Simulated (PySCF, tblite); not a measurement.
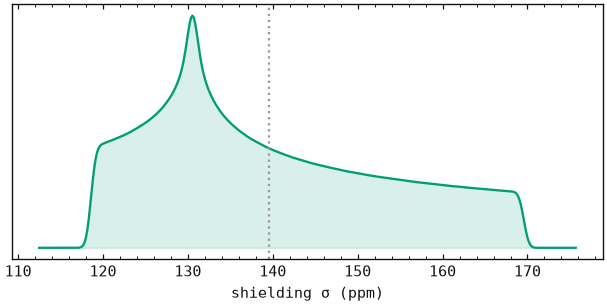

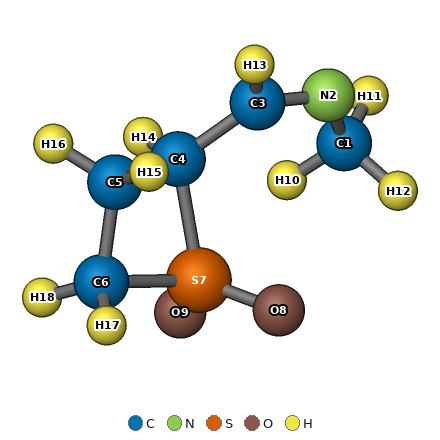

Static powder pattern (¹³C) from GIAO shielding tensors of C₅H₉NO₂S, SMILES C/N=C\[C@@H]1CCS1(=O)=O, PBE0/pcSseg-1 with PySCF, at a GFN2-xTB geometry (a minimum by its frequencies); absolute shielding, one fixed geometry of the isolated molecule without any motion, no dipolar terms. The dotted line is the isotropic value; skew is 3(σiso − σ22)/span.

**The pattern belongs to C1. Give the principal values, span and skew.**

C1: σ11, σ22, σ33 = 119, 131, 170 ppm, isotropic 140, span 51 ppm, skew 0.53.

Known limits of this run: the tight-binding geometry is rougher than a DFT one and adds to the error; one conformer of a flexible molecule.
